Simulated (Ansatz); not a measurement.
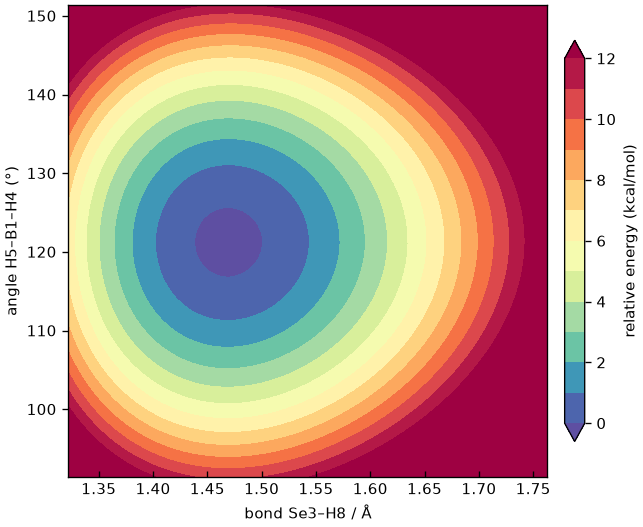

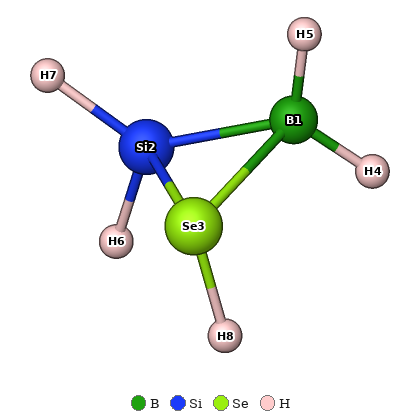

Energy landscape of BH₅SeSi. 
- Two internal coordinates are moved rigidly from the geometry relaxed at PBE0-D4/def2-TZVP, all others fixed.
- Coordinates scanned: (1) bond Se3–H8; (2) angle H5–B1–H4.
- The grid has 7 × 7 points.
- Energies: kcal/mol, counted from the lowest grid point.
- Level of theory: Ansatz 0.2.0, RKS r2SCAN-D4/def2-TZVPP.

In the figure: filled contours, one colour for all values above the top of the scale. Between grid points the surface is interpolated. The second picture is the structure at the lowest point.

### Summarise what can be read from the map.

The lowest grid point is at bond Se3–H8 = 1.501 Å, angle H5–B1–H4 = 121.4°. It is the only kind of minimum in the scanned range. The highest grid point, bond Se3–H8 = 1.763 Å, angle H5–B1–H4 = 151.4°, lies 25.1 kcal/mol above the lowest. Round the minimum the two coordinates are nearly uncoupled.

The values on the grid:

```csv
"angle H5–B1–H4 ↓, bond Se3–H8 →",1.322,1.365,1.428,1.501,1.582,1.670,1.763
151.4,18.9,15.2,12.4,12.1,14.3,18.9,25.1
141.4,12.0,8.3,5.5,5.3,7.6,12.2,18.5
131.4,8.0,4.3,1.5,1.3,3.7,8.4,14.7
121.4,6.6,2.9,0.2,0.0,2.4,7.1,13.5
111.4,7.8,4.1,1.4,1.2,3.6,8.3,14.7
101.4,11.5,7.8,5.1,4.9,7.3,12.0,18.3
91.4,17.6,13.9,11.2,11.0,13.4,18.0,24.3
```

The input of one point:

```yaml
crystal:
  periodic: [false, false, false]
  atoms:
    - {symbol: B, position_ang: [-0.815805, -0.053874, -0.795973]}
    - {symbol: Si, position_ang: [0.476037, 0.921801, 0.293706]}
    - {symbol: Se, position_ang: [0.712648, -1.438764, 0.015676]}
    - {symbol: H, position_ang: [-1.882713, -0.347207, -0.349556]}
    - {symbol: H, position_ang: [-0.613090, -0.050168, -1.975034]}
    - {symbol: H, position_ang: [0.364769, 1.163882, 1.753985]}
    - {symbol: H, position_ang: [1.726388, 1.525483, -0.229553]}
    - {symbol: H, position_ang: [0.017541, -1.727123, 1.314397]}
basis:
  gaussian: {orbitals: def2-TZVPP}
hamiltonian: {xc: r2scan, dispersion: d4}
output: {forces: true}
```
